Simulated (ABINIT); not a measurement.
**MgS (Niningerite): G0W0 in ABINIT against the bands in the self-energy**

Aim: move the bands in the self-energy of a G0W0 run on MgS (Niningerite) over a wide range.

Method: LDA and many-body steps on it, plane waves, in ABINIT 10.8.3.

**1. The structure**

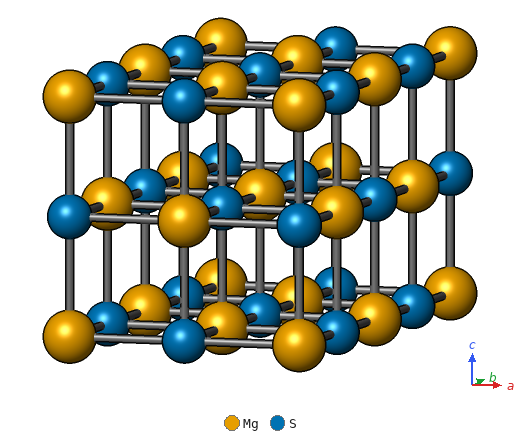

The cell as given, slightly off an axis (magnesium orange, sulfur blue). 1×2×1 cells are drawn. This picture shows the conventional cell, with its axes. Some periodic images of atoms are drawn too.

The cell and positions come from the Crystallography Open Database and are kept as given unless a step says otherwise.

**2. Screening, 4×4×4 mesh, 113 bands, screening to 217.7 eV**

This step: ABINIT 10.8.3; RPA screening on LDA, plane waves, norm-conserving pseudopotentials.

The RPA dielectric matrix is built and inverted for each q.

run.abi reads:

```
acell 3*1.0 Angstrom
rprim 
  0.000000000000 2.601650000000 2.601650000000
  2.601650000000 0.000000000000 2.601650000000
  2.601650000000 2.601650000000 0.000000000000
ntypat 2
znucl 12 16
natom 2
typat 1 2
xred 
  0.000000000000 0.000000000000 0.000000000000
  0.500000000000 0.500000000000 0.500000000000
pp_dirpath "pseudos"
pseudos "Mg.upf, S.upf"
ecut 38
ngkpt 4 4 4
nshiftk 1
shiftk 0 0 0
kptopt 1
chksymbreak 0
istwfk *1
occopt 1
irdwfk 1
optdriver 3
nband 113
ecuteps 8
inclvkb 2
awtr 1
symchi 1
indata_prefix "in"
outdata_prefix "out"
tmpdata_prefix "tmp"
```

Launch:

```console
$ OMP_NUM_THREADS=1 mpirun -n 4 abinit run.abi > log
```

What it wrote:

```text
.Version 10.8.3 of ABINIT. v10.8.2 released Aug 2026.

 Symmetries : space group Fm -3 m (#225); Bravais cF (face-center cubic)
[... echo of the input left out ...]
== DATASET  1 ==================================================================
-   mpi_nproc: 4, omp_nthreads: 1 (-1 if OMP is not activated)

--- !DatasetInfo
iteration_state: {dtset: 1, }
dimensions: {natom: 2, nkpt: 8, mband: 113, nsppol: 1, nspinor: 1, nspden: 1, mpw: 2698, }
cutoff_energies: {ecut:  38.0, pawecutdg:  -1.0, }
electrons: {nelect:   1.60000000E+01, charge:   0.00000000E+00, occopt:   1.00000000E+00, tsmear:   1.00000000E-02, }

 SCREENING: Calculation of the susceptibility and dielectric matrices

 Based on a program developped by R.W. Godby, V. Olevano, G. Onida, and L. Reining.
 Incorporated in ABINIT by V. Olevano, G.-M. Rignanese, and M. Torrent.
.Using double precision arithmetic ; gwpc =  8

[... cell and pseudopotentials left out ...]
--------------------------------------------------------------------------------

 ==== K-mesh for the wavefunctions ====
 Number of points in the irreducible wedge :     8
[... list of points left out ...]
 Together with 48 symmetry operations and time-reversal symmetry
 yields    64 points in the full Brillouin Zone.

 ==== Q-mesh for the screening function ====
 Number of points in the irreducible wedge :     8
[... list of points left out ...]
 Together with 48 symmetry operations and time-reversal symmetry
 yields    64 points in the full Brillouin Zone.

 setmesh: FFT mesh size selected  =    27x   27x   27
          total number of points  =        19683

 vcoul_init : cutoff-mode = AUXILIARY_FUNCTION
 q-points for optical limit:   1
     1)      0.000010    0.000020    0.000030

- screening: taking advantage of time-reversal symmetry
- Maximum band index for partially occupied states nbvw = 8
- Remaining bands to be divided among processors   nbcw = 105
- Number of bands treated by each node ~26

 Number of electrons calculated from density =   16.0000; Expected =   16.0000
 average of density, n =  0.067320
 r_s =    1.5249
 omega_plasma =   25.0282 [eV]

 calculating chi0 at frequencies [eV] :
  1    0.000000E+00    0.000000E+00
  2    0.000000E+00    2.502816E+01

--------------------------------------------------------------------------------
  q-point number  1        q = ( 0.000000, 0.000000, 0.000000) [r.l.u.]
--------------------------------------------------------------------------------
[... chi0 elements left out ...]
 For q-point:  0.000010 0.000020 0.000030
  dielectric constant =   6.5736
  dielectric constant without local fields =   7.5554

  Average fulfillment of the sum rule on Im[epsilon] for q-point    1 :     69.13  [%]
[... wings left out ...]
  q-point number  2        q = ( 0.250000, 0.000000, 0.000000) [r.l.u.]
--------------------------------------------------------------------------------
[... chi0 elements left out ...]
  Average fulfillment of the sum rule on Im[epsilon] for q-point    2 :     76.34  [%]

 [... 6 further q-points ...]
```

Wall time 77 s (4 MPI ranks of Arm Neoverse N1, shared host); peak memory 0.71 GiB.

Numbers from this step:

* ε∞ with local fields, on this mesh, along the program's q direction: 6.574
* the same without local fields: 7.555
* plasma frequency: 25.03 eV
* plane waves in the screening matrix: 259

Local fields lower ε∞ by 13 %. On a Γ-centred mesh this coarse the value itself is usually too large, while a short band sum pulls it down.

**3. 16 bands**

This step: G0W0 on LDA, plane waves, norm-conserving pseudopotentials.

run.abi: that of step 2 with these lines changed.

```diff
@@ -23,8 +23,17 @@
 irdwfk 1
-optdriver 3
-nband 113
+optdriver 4
+nband 16
+gwcalctyp 0
+ecutsigx 38
+symsigma 1
+nkptgw 2
+kptgw 
+  0.0000000000 0.0000000000 0.0000000000
+  0.5000000000 0.5000000000 0.0000000000
+bdgw 
+  6 12
+  7 10
 ecuteps 8
-inclvkb 2
-awtr 1
-symchi 1
+irdscr 1
+ppmodel 1
 indata_prefix "in"
```

What it wrote:

```text
.Version 10.8.3 of ABINIT. v10.8.2 released Aug 2026.

 Symmetries : space group Fm -3 m (#225); Bravais cF (face-center cubic)
[... echo of the input left out ...]
== DATASET  1 ==================================================================
-   mpi_nproc: 4, omp_nthreads: 1 (-1 if OMP is not activated)

--- !DatasetInfo
iteration_state: {dtset: 1, }
dimensions: {natom: 2, nkpt: 8, mband: 16, nsppol: 1, nspinor: 1, nspden: 1, mpw: 2698, }
cutoff_energies: {ecut:  38.0, pawecutdg:  -1.0, }
electrons: {nelect:   1.60000000E+01, charge:   0.00000000E+00, occopt:   1.00000000E+00, tsmear:   1.00000000E-02, }

 SIGMA: Calculation of the GW corrections

 Based on a program developped by R.W. Godby, V. Olevano, G. Onida, and L. Reining.
 Incorporated in ABINIT by V. Olevano, G.-M. Rignanese, and M. Torrent.
.Using double precision arithmetic ; gwpc =  8

[... cell and pseudopotentials left out ...]
--------------------------------------------------------------------------------

 ==== K-mesh for the wavefunctions ====
 Number of points in the irreducible wedge :     8
[... list of points left out ...]
 Together with 48 symmetry operations and time-reversal symmetry
 yields    64 points in the full Brillouin Zone.

 ==== Q-mesh for screening function ====
 Number of points in the irreducible wedge :     8
[... list of points left out ...]
 Together with 48 symmetry operations and time-reversal symmetry
 yields    64 points in the full Brillouin Zone.

 vcoul_init : cutoff-mode = AUXILIARY_FUNCTION
 q-points for optical limit:   1
     1)      0.000010    0.000020    0.000030
 setmesh: FFT mesh size selected  =    40x   40x   40
          total number of points  =        64000

 Number of electrons calculated from density =   16.0000; Expected =   16.0000
 average of density, n =  0.067320
 r_s =    1.5249
 omega_plasma =   25.0282 [eV]

 === KS Band Gaps ===
  >>>> For spin  1
   Minimum direct gap =   3.4763 [eV], located at k-point      :   0.0000  0.0000  0.0000
   Fundamental gap    =   2.5588 [eV], Top of valence bands at :   0.0000  0.0000  0.0000
                                       Bottom of conduction at :   0.5000  0.5000  0.0000
 SIGMA fundamental parameters:
 PLASMON POLE MODEL  1
 number of plane-waves for SigmaX                 2685
 number of plane-waves for SigmaC and W            259
 number of plane-waves for wavefunctions          2685
 number of bands                                    16
 number of independent spin polarizations            1
 number of spinorial components                      1
 number of k-points in IBZ                           8
 number of q-points in IBZ                           8
 number of symmetry operations                      48
 number of k-points in BZ                           64
 number of q-points in BZ                           64
 number of frequencies for dSigma/dE                 9
 frequency step for dSigma/dE [eV]                0.25
 number of omega for Sigma on real axis              0
 max omega for Sigma on real axis  [eV]           0.00
 zcut for avoiding poles [eV]                     0.10

 EPSILON^-1 parameters (SCR file):
 dimension of the eps^-1 matrix on file            259
 dimension of the eps^-1 matrix used               259
 number of plane-waves for wavefunctions          2685
 number of bands                                   113
 number of q-points in IBZ                           8
 number of frequencies                               2
 number of real frequencies                          1
 number of imag frequencies                          1

 matrix elements of self-energy operator (all in [eV])

 Perturbative Calculation

--- !SelfEnergy_ee
iteration_state: {dtset: 1, }
kpoint     : [   0.000,    0.000,    0.000, ]
spin       : 1
KS_gap     :    3.476
QP_gap     :    5.037
Delta_QP_KS:    1.561
data: !SigmaeeData |
     Band     E0 <VxcDFT>   SigX SigC(E0)      Z dSigC/dE  Sig(E)    E-E0       E
        6   4.124 -13.284 -16.382   3.154   0.796  -0.256 -13.239   0.045   4.169
        7   4.124 -13.284 -16.382   3.154   0.796  -0.256 -13.239   0.045   4.169
        8   4.124 -13.284 -16.382   3.154   0.796  -0.256 -13.239   0.045   4.169
        9   7.600 -11.356  -6.443  -2.960   0.822  -0.216  -9.750   1.606   9.206
       10  11.957  -9.766  -4.442  -2.894   0.833  -0.200  -7.742   2.024  13.981
       11  11.957  -9.766  -4.442  -2.894   0.833  -0.200  -7.742   2.024  13.981
       12  11.957  -9.766  -4.442  -2.894   0.833  -0.200  -7.742   2.024  13.981

--- !SelfEnergy_ee
iteration_state: {dtset: 1, }
kpoint     : [   0.500,    0.500,    0.000, ]
spin       : 1
KS_gap     :    4.261
QP_gap     :    6.057
Delta_QP_KS:    1.796
data: !SigmaeeData |
     Band     E0 <VxcDFT>   SigX SigC(E0)      Z dSigC/dE  Sig(E)    E-E0       E
        7   2.422 -12.459 -16.032   3.322   0.789  -0.267 -12.657  -0.198   2.224
        8   2.422 -12.459 -16.032   3.322   0.789  -0.267 -12.657  -0.198   2.224
        9   6.683 -10.852  -6.192  -2.731   0.829  -0.207  -9.253   1.598   8.281
       10   8.392  -8.957  -4.414  -2.782   0.836  -0.197  -7.486   1.472   9.863

== END DATASET(S) ==============================================================
================================================================================

 -outvars: echo values of variables after computation  --------
           etotal      0.0000000000E+00
            nband          16
             nkpt           8
          spgroup         225
 [... the other variables as echoed above ...]

 Calculation completed.
```

Run time: 7.7 s. Hardware: 4 MPI ranks; peak memory 0.52 GiB; 25 s of CPU time.

Numbers from this step:

* G0W0 gap on the points computed: 4.112 eV
* starting gap on the mesh: 2.559 eV
* k of the valence top: 0, 0, 0
* k of the conduction bottom: 0.5, 0.5, 0
* Z at the valence top: 0.796
* Z at the conduction bottom: 0.829
* least direct G0W0 gap on the computed points: 5.037 eV

**4. 17 bands**

run.abi: that of step 3 with these lines changed.

```diff
@@ -24,3 +24,3 @@
 optdriver 4
-nband 16
+nband 17
 gwcalctyp 0
```

What it wrote:

```text
.Version 10.8.3 of ABINIT. v10.8.2 released Aug 2026.

 Symmetries : space group Fm -3 m (#225); Bravais cF (face-center cubic)
[... echo of the input left out ...]
== DATASET  1 ==================================================================
-   mpi_nproc: 4, omp_nthreads: 1 (-1 if OMP is not activated)

--- !DatasetInfo
iteration_state: {dtset: 1, }
dimensions: {natom: 2, nkpt: 8, mband: 17, nsppol: 1, nspinor: 1, nspden: 1, mpw: 2698, }
cutoff_energies: {ecut:  38.0, pawecutdg:  -1.0, }
electrons: {nelect:   1.60000000E+01, charge:   0.00000000E+00, occopt:   1.00000000E+00, tsmear:   1.00000000E-02, }

 SIGMA: Calculation of the GW corrections

 Based on a program developped by R.W. Godby, V. Olevano, G. Onida, and L. Reining.
 Incorporated in ABINIT by V. Olevano, G.-M. Rignanese, and M. Torrent.
.Using double precision arithmetic ; gwpc =  8

[... cell and pseudopotentials left out ...]
--------------------------------------------------------------------------------

 ==== K-mesh for the wavefunctions ====
 Number of points in the irreducible wedge :     8
[... list of points left out ...]
 Together with 48 symmetry operations and time-reversal symmetry
 yields    64 points in the full Brillouin Zone.

 ==== Q-mesh for screening function ====
 Number of points in the irreducible wedge :     8
[... list of points left out ...]
 Together with 48 symmetry operations and time-reversal symmetry
 yields    64 points in the full Brillouin Zone.

 vcoul_init : cutoff-mode = AUXILIARY_FUNCTION
 q-points for optical limit:   1
     1)      0.000010    0.000020    0.000030
 setmesh: FFT mesh size selected  =    40x   40x   40
          total number of points  =        64000

 Number of electrons calculated from density =   16.0000; Expected =   16.0000
[...]
number of omega for Sigma on real axis              0
 max omega for Sigma on real axis  [eV]           0.00
 zcut for avoiding poles [eV]                     0.10

 EPSILON^-1 parameters (SCR file):
 dimension of the eps^-1 matrix on file            259
 dimension of the eps^-1 matrix used               259
 number of plane-waves for wavefunctions          2685
 number of bands                                   113
 number of q-points in IBZ                           8
 number of frequencies                               2
 number of real frequencies                          1
 number of imag frequencies                          1

 matrix elements of self-energy operator (all in [eV])

 Perturbative Calculation

--- !SelfEnergy_ee
iteration_state: {dtset: 1, }
kpoint     : [   0.000,    0.000,    0.000, ]
spin       : 1
KS_gap     :    3.476
QP_gap     :    5.033
Delta_QP_KS:    1.557
data: !SigmaeeData |
     Band     E0 <VxcDFT>   SigX SigC(E0)      Z dSigC/dE  Sig(E)    E-E0       E
        6   4.124 -13.284 -16.382   3.023   0.794  -0.259 -13.344  -0.059   4.065
        7   4.124 -13.284 -16.382   3.023   0.794  -0.259 -13.344  -0.059   4.065
        8   4.124 -13.284 -16.382   3.023   0.794  -0.259 -13.344  -0.059   4.065
[...]
--- !SelfEnergy_ee
iteration_state: {dtset: 1, }
kpoint     : [   0.500,    0.500,    0.000, ]
spin       : 1
KS_gap     :    4.261
QP_gap     :    6.051
Delta_QP_KS:    1.790
data: !SigmaeeData |
     Band     E0 <VxcDFT>   SigX SigC(E0)      Z dSigC/dE  Sig(E)    E-E0       E
[...]
9   6.683 -10.852  -6.192  -2.831   0.827  -0.210  -9.340   1.512   8.195
       10   8.392  -8.957  -4.414  -2.889   0.833  -0.200  -7.579   1.378   9.770

== END DATASET(S) ==============================================================
================================================================================

 -outvars: echo values of variables after computation  --------
           etotal      0.0000000000E+00
            nband          17
             nkpt           8
          spgroup         225
 [... the other variables as echoed above ...]

 Calculation completed.
```

The job ended after 8.9 s (4 MPI ranks; peak memory 0.51 GiB; 23 s of CPU time).

This step gave:

- G0W0 gap on the points computed: 4.13 eV
- starting gap on the mesh: 2.559 eV
- k of the valence top: 0, 0, 0
- k of the conduction bottom: 0.5, 0.5, 0
- Z at the valence top: 0.794
- Z at the conduction bottom: 0.827
- least direct G0W0 gap on the computed points: 5.033 eV

(Continued in part 2 of 2.)

[Paths, hosts, dates, memory and timing lines, banners, echoed tables and standing remarks are left out of the program output.]

[Logs are printed without paths, hosts, clocks, repeated set-up lines and the standing remarks that a program may print on its own settings, such as how far it seeks lower states.]

[Runs of the session that timed out or met a known fault of the program may be left out.]

[Hosts, paths, dates, database ids (printed as entryN), source tags and the programs' standing remarks are cut or masked in the printed files.]

[G0W0 gaps are taken among the corrected bands and points alone; a level outside them can change the order at an edge.]

[Where Ansatz stands beside ABINIT at settings called matched, ABINIT's density can come from a denser mesh and the files from another edition; pairs whose starting gaps differed by over 0.03 eV were left out, so agreement reads better than it is.]
